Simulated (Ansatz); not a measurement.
# Cl4Ti (charge −1, doublet): what the fields show

Input file:

```
crystal:
  periodic: [false, false, false]
  atoms:
    - {symbol: Ti, position_ang: [0.000002, -0.000002, 0.000000]}
    - {symbol: Cl, position_ang: [-0.028336, 0.050765, 2.294393]}
    - {symbol: Cl, position_ang: [2.146297, -0.056021, -0.811110]}
    - {symbol: Cl, position_ang: [-1.101833, 1.897273, -0.673740]}
    - {symbol: Cl, position_ang: [-1.016120, -1.892026, -0.809543]}
basis:
  gaussian: {orbitals: def2-TZVPD, initial_orbitals: start.molden}
total_charge: -1
magnetization: {spin_polarized: true, initial_magnetization: 1}
hamiltonian: {xc: pbe0, dispersion: d4}
scf: {omitted_lower_state_checks: [starts]}
output: {orbitals: {seedname: orbitals}}
```

Command:

```sh
ansatz run in.yaml --threads 2 --pin off --events-out ev --progress --plain --max-ram 4352MiB
```

Geometry: PBE-D4/def2-SVPD.

The calculation used Ansatz 0.2.0, UKS PBE0-D4/def2-TZVPD.

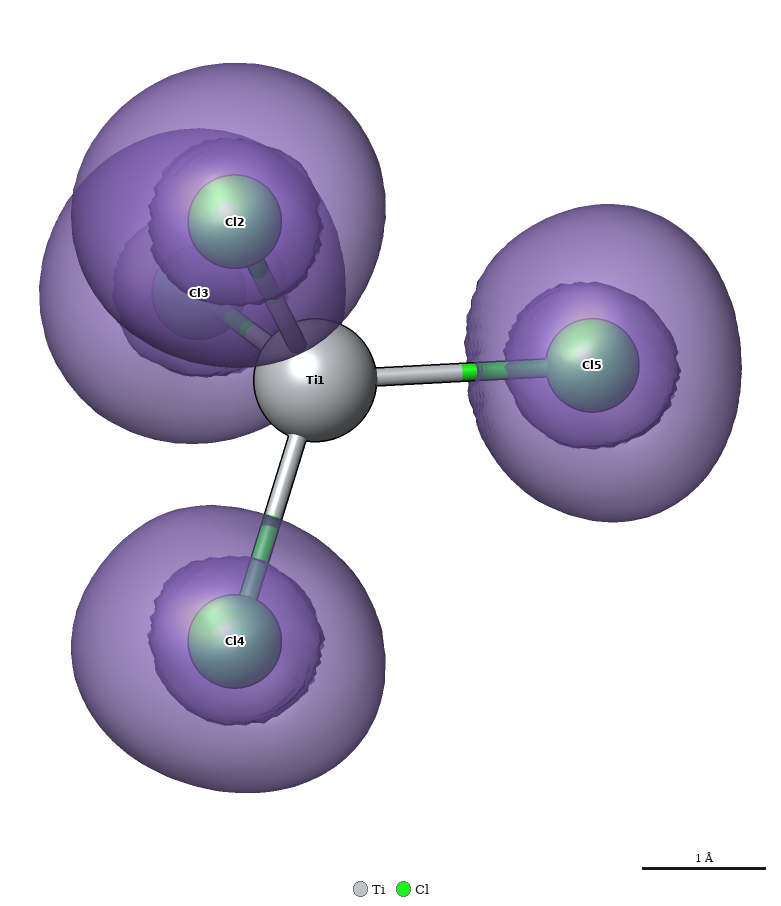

Figure 1. Isosurface of the ELF at 0.75 (purple), seen at an oblique angle. Only the valence region is drawn (cores and ρ < 0.01 e/Å³ removed).

### Where are the electrons localised?

The surface consists of four regions wrapped around Cl (the valence shell of each). Profiles from the grid: Ti–Cl (2.30 Å): the ELF peaks at about 0.85 in the valence shell of Cl, 0.9 Å from its nucleus, and is about 0.40 at the midpoint.

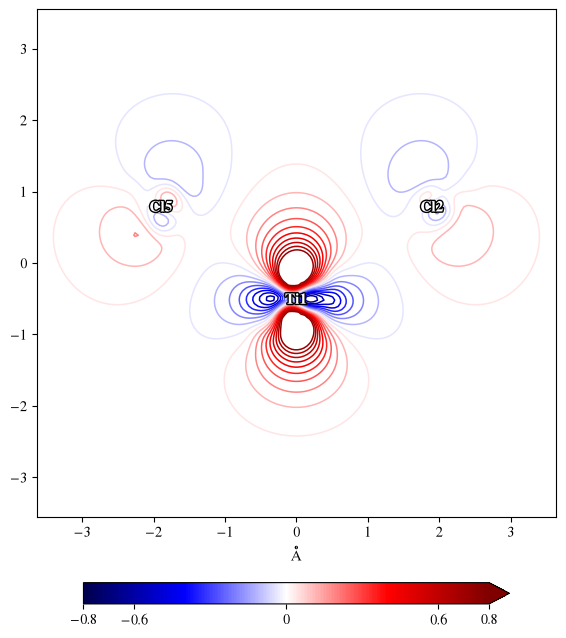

Figure 2. The HOMO (α) on the plane of atoms Cl2, Ti1 and Cl5 (values in Å⁻³ᐟ²; the overall sign is arbitrary).

### Describe this orbital and give its energy.

It lies mainly on Ti1 (about 70 %), Cl2 (about 5 %), Cl3 (about 5 %), Cl4 (about 5 %) and Cl5 (about 5 %). Its energy is −2.05 eV.
